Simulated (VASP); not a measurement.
# Driving VASP from ASE on WC, part 3 of 4

Do ASE scripts that read WC from different structure formats give one answer, and do several routes find one equilibrium volume? All runs use LDA. Left out of this account: 1 further run (self-consistent run: a reference on another mesh). The start is a computed cell from the Materials Project.

VASP 6.6.1; LDA; plane waves and PAW (W, C).

So far. Step 2 (A single point (LDA, through ASE)): The pressure is -15.34 GPa and the largest force 0.000 eV/Å, so the cell is not at a minimum at these settings. Step 3 (A single point (LDA, through ASE), try 2): The energy lies +4.01 meV an atom from the first script, since this cell and mesh sample the zone at other points.

**4. Full relaxation (LDA, through ASE)**

System of this step: WC. It takes space group Fm-3m (No. 225, cubic). Conventional cell: a = 4.385 Å, b = 4.385 Å, c = 4.385 Å, α = 90.00°, β = 90.00°, γ = 90.00°. Nearest to W lie 6 C at 2.19 Å. Nearest to C lie 6 W at 2.19 Å. Farther neighbours are not listed.

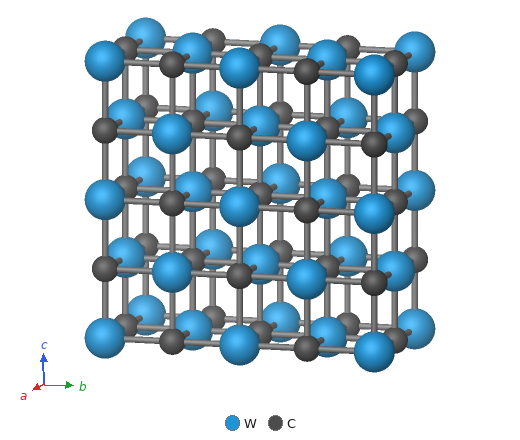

The cell of this step (tungsten blue, carbon dark grey). 1×2×2 conventional cells are drawn. Some periodic images of atoms are drawn too.

Properties are meant for the cell that this level of theory prefers, so cell and atoms are relaxed first (ISIF = 3) until forces and stress are small; EDIFFG sets the threshold.

The input, run.py:

```python
import numpy as np
from ase.calculators.vasp import Vasp
from ase.io import read

atoms = read('WC.cif')

calc = Vasp(
    xc='lda',
    pp='LDA',
    prec='Accurate',
    encut=520,
    ediff=1e-06,
    nelm=100,
    ismear=-1,
    sigma=0.05,
    lreal=False,
    algo='Normal',
    nbands=11,
    lasph=True,
    lorbit=11,
    lwave=False,
    lcharg=False,
    kpar=2,
    ibrion=2,
    nsw=60,
    isif=3,
    ediffg=-0.01,
    pp_version='64',
    setups={'W': '', 'C': ''},
    kpts=(15, 15, 15),
    gamma=True,
    txt='vasp.out',
)
atoms.calc = calc

print("energy (eV):", round(atoms.get_potential_energy(), 6))
print("Fermi level (eV):", round(calc.get_fermi_level(), 4))
print("forces (eV/A):")
print(np.round(atoms.get_forces(), 4))
print("stress (GPa, Voigt, tension positive):", np.round(atoms.get_stress() * 160.21766, 3))
print("cell (A, degrees):", np.round(atoms.cell.cellpar(), 4))
print("volume (A^3):", round(atoms.get_volume(), 4))
print("positions:")
print(np.round(atoms.get_scaled_positions(), 5))
```

The input, WC.cif:

```cif
data_WC
_cell_length_a 3.10092345
_cell_length_b 3.10092345
_cell_length_c 3.10092345
_cell_angle_alpha 60.00000000
_cell_angle_beta 60.00000000
_cell_angle_gamma 60.00000000
_space_group_name_H-M_alt 'P1'
_space_group_name_Hall 'P 1'
_space_group_IT_number 1
loop_
_space_group_symop_operation_xyz
'x,y,z'
loop_
_atom_site_label
_atom_site_type_symbol
_atom_site_symmetry_multiplicity
_atom_site_Wyckoff_symbol
_atom_site_fract_x
_atom_site_fract_y
_atom_site_fract_z
_atom_site_occupancy
W1 W 1 a 0.0000000000 0.0000000000 0.0000000000 1
C1 C 1 a 0.5000000000 0.5000000000 0.5000000000 1
```

The projector-augmented-wave data sets are W and C (LDA family, release 64).

Run with:

```bash
$ export ASE_VASP_COMMAND="mpirun -np 2 vasp_std"
$ python run.py
```

The log of the run:

```text
energy (eV): -23.896098
Fermi level (eV): 10.1454
forces (eV/A):
[[-0.  0.  0.]
 [ 0. -0.  0.]]
stress (GPa, Voigt, tension positive): [ 0.102  0.102  0.102 -0.    -0.     0.   ]
cell (A, degrees): [ 3.06  3.06  3.06 60.   60.   60.  ]
volume (A^3): 20.2603
positions:
[[0.  0.  0. ]
 [0.5 0.5 0.5]]
```

Wall time 31 s (2 MPI ranks of AMD EPYC 7R43, shared host); peak memory 0.25 GiB.

ASE turned this into the INCAR:

```
ENCUT = 520.000000
SIGMA = 0.050000
EDIFF = 1.00e-06
EDIFFG = -1.00e-02
ALGO = Normal
PREC = Accurate
IBRION = 2
ISIF = 3
ISMEAR = -1
KPAR = 2
LORBIT = 11
NBANDS = 11
NELM = 100
NSW = 60
LASPH = .TRUE.
LCHARG = .FALSE.
LWAVE = .FALSE.
LREAL = .FALSE.
```

The KPOINTS that ASE wrote:

```
KPOINTS created by Atomic Simulation Environment
0
Gamma
15 15 15
0 0 0
```

VASP's own log, vasp.out:

```text
[... set-up lines as in an earlier step ...]
 entering main loop
       N       E                     dE             d eps       ncg     rms          rms(c)
DAV:   1     0.186327420385E+02    0.18633E+02   -0.50353E+03  2656   0.816E+02
DAV:   2    -0.256993577484E+02   -0.44332E+02   -0.42222E+02  3101   0.186E+02
DAV:   3    -0.274132945342E+02   -0.17139E+01   -0.16926E+01  3200   0.313E+01
DAV:   4    -0.274230460520E+02   -0.97515E-02   -0.97446E-02  2880   0.278E+00
DAV:   5    -0.274230866495E+02   -0.40598E-04   -0.40593E-04  3152   0.166E-01    0.323E+01
DAV:   6    -0.240124865507E+02    0.34106E+01   -0.17931E+01  2960   0.248E+01    0.939E+00
DAV:   7    -0.239101588454E+02    0.10233E+00   -0.94760E-01  2727   0.751E+00    0.832E+00
DAV:   8    -0.238709863578E+02    0.39172E-01   -0.16774E-01  2918   0.306E+00    0.350E+00
DAV:   9    -0.238594396604E+02    0.11547E-01   -0.24986E-02  2820   0.108E+00    0.369E-01
DAV:  10    -0.238591673801E+02    0.27228E-03   -0.62977E-04  3035   0.198E-01    0.729E-02
DAV:  11    -0.238591637629E+02    0.36172E-05   -0.23333E-05  3036   0.333E-02    0.101E-02
DAV:  12    -0.238591634166E+02    0.34626E-06   -0.98968E-07  1851   0.734E-03
   1 F= -.23859163E+02 E0= -.23854825E+02  d E =-.238592E+02
 curvature:   0.00 expect dE= 0.000E+00 dE for cont linesearch  0.000E+00
 trial: gam= 0.00000 g(F)=  0.270E-61 g(S)=  0.295E+00 ort = 0.000E+00 (trialstep = 0.100E+01)
 search vector abs. value=  0.295E+00
 bond charge predicted
       N       E                     dE             d eps       ncg     rms          rms(c)
DAV:   1    -0.237565987069E+02    0.10257E+00   -0.11188E+01  2697   0.278E+01    0.117E+01
DAV:   2    -0.236120290519E+02    0.14457E+00   -0.10599E-01  2970   0.271E+00    0.643E+00
DAV:   3    -0.235541044509E+02    0.57925E-01   -0.11317E-01  2910   0.253E+00    0.629E-01
DAV:   4    -0.235541264642E+02   -0.22013E-04   -0.14697E-03  2886   0.317E-01    0.114E-01
DAV:   5    -0.235541139870E+02    0.12477E-04   -0.22136E-04  3067   0.946E-02    0.424E-02
DAV:   6    -0.235541287882E+02   -0.14801E-04   -0.32795E-05  3061   0.373E-02    0.131E-02
DAV:   7    -0.235541291401E+02   -0.35191E-06   -0.90311E-07  1991   0.835E-03
   2 F= -.23554129E+02 E0= -.23550355E+02  d E =0.305034E+00
[...]
3 F= -.23900203E+02 E0= -.23896014E+02  d E =-.410394E-01
 curvature:  -0.12 expect dE=-0.703E-04 dE for cont linesearch -0.703E-04
 ZBRENT: interpolating
 opt :   0.2711  next Energy=   -23.900270 (dE=-0.411E-01)
 bond charge predicted
       N       E                     dE             d eps       ncg     rms          rms(c)
DAV:   1    -0.239003019815E+02   -0.99583E-04   -0.10977E-03  2703   0.263E-01    0.110E-01
DAV:   2    -0.239002867813E+02    0.15200E-04   -0.11221E-05  2931   0.276E-02    0.595E-02
DAV:   3    -0.239002810231E+02    0.57583E-05   -0.12610E-05  2907   0.255E-02    0.405E-03
DAV:   4    -0.239002810153E+02    0.77998E-08   -0.14088E-07  1383   0.305E-03
   4 F= -.23900281E+02 E0= -.23896098E+02  d E =-.411176E-01
 curvature:  -0.11 expect dE=-0.136E-05 dE for cont linesearch -0.136E-05
 trial: gam=-0.00638 g(F)=  0.589E-61 g(S)=  0.121E-04 ort = 0.189E-02 (trialstep = 0.854E+00)
 search vector abs. value=  0.600E-09
 reached required accuracy - stopping structural energy minimisation
```

From OUTCAR (step 4):

```text
  LATTYP: Found a face centered cubic cell.
 ALAT       =     4.3853679989

The static configuration has the point symmetry O_h .

 Found    120 irreducible k-points:

   NELECT =      10.0000    total number of electrons

 E-fermi :  10.1454

 k-point     1 :       0.0000    0.0000    0.0000
  band No.  band energies     occupation
    ...
      5       9.1209      2.00000
      6       9.1209      2.00000
      7       9.1357      2.00000
      8       9.1357      2.00000
      9       9.1357      2.00000
     10      17.2863      0.00000
     11      20.2450      0.00000

 k-point     2 :       0.0667    0.0000   -0.0000
  band No.  band energies     occupation
    ...
      3       7.1415      2.00000
      4       7.1415      2.00000
      5       8.0426      2.00000
      6       8.0426      2.00000
      7       9.3368      2.00000
      8      10.5726      0.00039
      9      10.5726      0.00039
     10      17.5122      0.00000
     11      20.5562      0.00000

  Total       -0.0129531     -0.0129531     -0.0129531      0.0000000      0.0000000      0.0000000
  in kB       -1.0243246     -1.0243246     -1.0243246      0.0000000      0.0000000      0.0000000
  external PRESSURE =      -1.0243246 kB  Pullay stress =       0.0000000 kB

  energy-cutoff  :      520.00
  volume of cell :       20.26
      direct lattice vectors                 reciprocal lattice vectors
     3.059990202 -0.000000000 -0.000000000     0.326798432 -0.188677163 -0.133414901
     1.529995101  2.650029250 -0.000000000     0.000000000  0.377354325 -0.133414901
     1.529995101  0.883343083  2.498471538     0.000000000  0.000000000  0.400244704

 POSITION                                       TOTAL-FORCE (eV/Angst)
 -----------------------------------------------------------------------------------
      1.53000      2.65003     -0.00000        -0.000000      0.000000      0.000000
      3.05999      1.76669      1.24924         0.000000     -0.000000      0.000000
 -----------------------------------------------------------------------------------
    total drift:                               -0.000000      0.000000     -0.000000

  FREE ENERGIE OF THE ION-ELECTRON SYSTEM (eV)
  ---------------------------------------------------
  free  energy   TOTEN  =       -23.9002810153 eV

  energy  without entropy=      -23.8919146183  energy(sigma->0) =      -23.89609782

 reached required accuracy - stopping structural energy minimisation

 total charge
# of ion       s       p       d       tot
------------------------------------------
    1        0.579   0.819   4.408   5.806
    2        0.855   1.609   0.000   2.463
--------------------------------------------------
tot          1.434   2.428   4.408   8.269

[... 5 parts as in an earlier step ...]

[... 6 further parts left out ...]
```

The run keeps the 48 symmetry operations of its start, so it cannot find a distortion of lower symmetry.

Relaxation path:

```
step  energy less that of the first step (eV)  largest force (eV/Å)  pressure (GPa)  volume (Å³)
   1                                   0.0000                0.0000          -15.34        21.08
   2                                   0.3050                0.0000           58.17        18.15
   3                                  -0.0410                0.0000           -0.72        20.29
   4                                  -0.0411                0.0000           -0.10        20.26
```

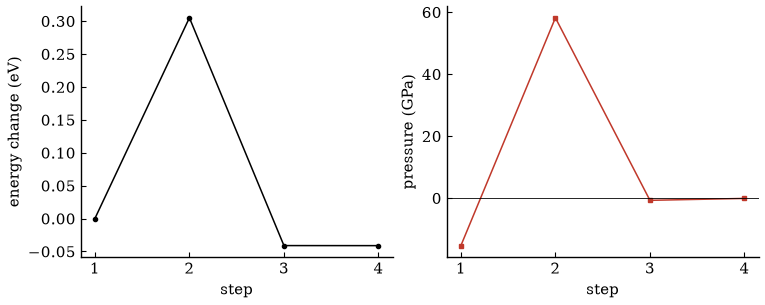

Energy and pressure along the relaxation.

```
conventional cell, symmetrised  before  after  change
                         a (Å)   4.385  4.327  -1.3 %
                         b (Å)   4.385  4.327  -1.3 %
                         c (Å)   4.385  4.327  -1.3 %
              volume (Å³/atom)   10.54  10.13  -3.9 %
```

The relaxed structure:

```xyz
2
Lattice="3.0600 0.0000 0.0000 1.5300 2.6500 0.0000 1.5300 0.8833 2.4985" Properties=species:S:1:pos:R:3 pbc="T T T"
W     0.0000    0.0000    0.0000
C     3.0600    1.7667    1.2492
```

Numbers from this step:

| Item | Value |
| --- | --- |
| electrons | 10 |
| bands | 11 |
| irreducible k-points | 120 |
| free energy (TOTEN) | -23.90 eV |
| energy at zero smearing | -23.90 eV |
| Fermi energy | 10.15 eV |
| pressure | -0.1024 GPa |
| SCF cycles over all ionic steps | 30 |

It ends with forces that vanish by symmetry and a pressure of -0.10 GPa.

**5. Energy against volume, from ASE (LDA)**

An ASE loop scales the volume and fits the energies, which gives the bulk modulus from energies alone.

The input, run.py:

```python
import numpy as np
from ase.calculators.vasp import Vasp
from ase.io import read
from ase.eos import EquationOfState
from ase.units import GPa

atoms = read('WC.cif')

calc = Vasp(
    xc='lda',
    pp='LDA',
    prec='Accurate',
    encut=520,
    ediff=1e-06,
    nelm=100,
    ismear=-1,
    sigma=0.05,
    lreal=False,
    algo='Normal',
    nbands=11,
    lasph=True,
    lorbit=11,
    lwave=False,
    lcharg=False,
    kpar=2,
    isif=2,
    pp_version='64',
    setups={'W': '', 'C': ''},
    kpts=(15, 15, 15),
    gamma=True,
    txt='vasp.out',
)
atoms.calc = calc

cell, volumes, energies = atoms.get_cell(), [], []
for x in [0.94, 0.96, 0.98, 1.0, 1.02, 1.04, 1.06]:
    atoms.set_cell(cell * x ** (1 / 3), scale_atoms=True)
    volumes.append(atoms.get_volume())
    energies.append(atoms.get_potential_energy())
    print(f"{x:.2f}  V = {volumes[-1]:.4f} A^3  E = {energies[-1]:.6f} eV")
v0, e0, b0 = EquationOfState(volumes, energies, eos="birchmurnaghan").fit()
print(f"V0 = {v0:.4f} A^3  E0 = {e0:.6f} eV  B0 = {b0 / GPa:.2f} GPa")
```

WC.cif is that of step 4.

The log of the run:

```text
0.94  V = 19.8192 A^3  E = -23.882669 eV
0.96  V = 20.2409 A^3  E = -23.895583 eV
0.98  V = 20.6626 A^3  E = -23.885480 eV
1.00  V = 21.0842 A^3  E = -23.854825 eV
1.02  V = 21.5059 A^3  E = -23.805811 eV
1.04  V = 21.9276 A^3  E = -23.740411 eV
1.06  V = 22.3493 A^3  E = -23.660395 eV
V0 = 20.2587 A^3  E0 = -23.895607 eV  B0 = 417.82 GPa
```

The job ended after 81 s (2 MPI ranks; peak memory 0.24 GiB; 2.6 min of CPU time).

The INCAR that ASE wrote:

```
ENCUT = 520.000000
SIGMA = 0.050000
EDIFF = 1.00e-06
ALGO = Normal
PREC = Accurate
ISIF = 2
ISMEAR = -1
KPAR = 2
LORBIT = 11
NBANDS = 11
NELM = 100
LASPH = .TRUE.
LCHARG = .FALSE.
LWAVE = .FALSE.
LREAL = .FALSE.
```

ASE turned this into the KPOINTS:

```
KPOINTS created by Atomic Simulation Environment
0
Gamma
15 15 15
0 0 0
```

VASP's own log, vasp.out (the last of its runs):

```text
[banner, memory and clock lines left out]
running    2 mpi-ranks, on    1 nodes
 distrk:  each k-point on    1 cores,    2 groups
 distr:  one band on    1 cores,    1 groups

 POSCAR found type information on POSCAR W C
 POSCAR found :  2 types and       2 ions
 LDA part: xc-table for (Slater(with rela. corr.)+CA(PZ))
 , standard interpolation
 POSCAR, INCAR and KPOINTS ok, starting setup
 FFT: planning ... GRIDC
 FFT: planning ... GRID_SOFT
 FFT: planning ... GRID
 WAVECAR not read
 WARNING: random wavefunctions but no delay for mixing, default for NELMDL
 entering main loop
       N       E                     dE             d eps       ncg     rms          rms(c)
DAV:   1     0.177841256192E+02    0.17784E+02   -0.49703E+03  2648   0.811E+02
DAV:   2    -0.253690677033E+02   -0.43153E+02   -0.40391E+02  3176   0.179E+02
DAV:   3    -0.272031042076E+02   -0.18340E+01   -0.18068E+01  3188   0.316E+01
DAV:   4    -0.272149114926E+02   -0.11807E-01   -0.11793E-01  2912   0.288E+00
DAV:   5    -0.272149591517E+02   -0.47659E-04   -0.47659E-04  3097   0.176E-01    0.289E+01
DAV:   6    -0.238579873671E+02    0.33570E+01   -0.19063E+01  3008   0.249E+01    0.789E+00
DAV:   7    -0.237172427784E+02    0.14074E+00   -0.11543E+00  2718   0.782E+00    0.753E+00
DAV:   8    -0.236783878731E+02    0.38855E-01   -0.22618E-01  2936   0.352E+00    0.341E+00
DAV:   9    -0.236652948461E+02    0.13093E-01   -0.29727E-02  2825   0.120E+00    0.381E-01
DAV:  10    -0.236649873884E+02    0.30746E-03   -0.52518E-04  3067   0.164E-01    0.273E-02
DAV:  11    -0.236649874591E+02   -0.70609E-07   -0.40093E-06  3003   0.169E-02
   1 F= -.23664987E+02 E0= -.23660395E+02  d E =-.918567E-02
```

OUTCAR, selected parts (step 5):

```text
   ENCUT  =  520.0 eV  38.22 Ry    6.18 a.u.   5.88  5.88  5.88*2*pi/ulx,y,z

   NELECT =      10.0000    total number of electrons

 E-fermi :   8.8490

 k-point     1 :       0.0000    0.0000    0.0000
  band No.  band energies     occupation
    ...
      5       7.9231      2.00000
      6       7.9231      2.00000
      7       8.0423      2.00000
      8       8.0423      2.00000
      9       8.0423      2.00000
     10      14.9109      0.00000
     11      19.0426      0.00000

  Total       -4.6108473     -4.6108473     -4.6108473     -0.0000000     -0.0000000     -0.0000000
  in kB     -330.5425084   -330.5425084   -330.5425084     -0.0000000     -0.0000000     -0.0000000
  external PRESSURE =    -330.5425084 kB  Pullay stress =       0.0000000 kB

 POSITION                                       TOTAL-FORCE (eV/Angst)
 -----------------------------------------------------------------------------------
      0.00000      0.00000      0.00000         0.000000     -0.000000      0.000000
      3.16174      1.82543      1.29078        -0.000000      0.000000      0.000000
 -----------------------------------------------------------------------------------
    total drift:                               -0.000000      0.000000     -0.000000

  FREE ENERGIE OF THE ION-ELECTRON SYSTEM (eV)
  ---------------------------------------------------
  free  energy   TOTEN  =       -23.6649874591 eV

  energy  without entropy=      -23.6558017876  energy(sigma->0) =      -23.66039462

[... 3 parts as in an earlier step ...]

[... 13 further parts left out ...]
```

This step gave:

| Quantity | Value |
| --- | --- |
| bulk modulus | 417.8 GPa |
| equilibrium volume of the fit | 10.13 Å³/atom |

The fitted volume lies -0.01 % from the relaxed one.

(Continued in part 4 of 4.)

[Lines on the potential files, build, host, timing and source positions are cut from VASP's logs without a mark.]

[Logs are printed without paths, hosts, clocks, repeated set-up lines and the standing remarks that a program may print on its own settings, such as how far it seeks lower states.]

[Hosts, paths, dates, database ids (printed as entryN), source tags and the programs' standing remarks are cut or masked in the printed files.]

[A measured line is paired with the nearest computed mode of its activity, which favours agreement.]
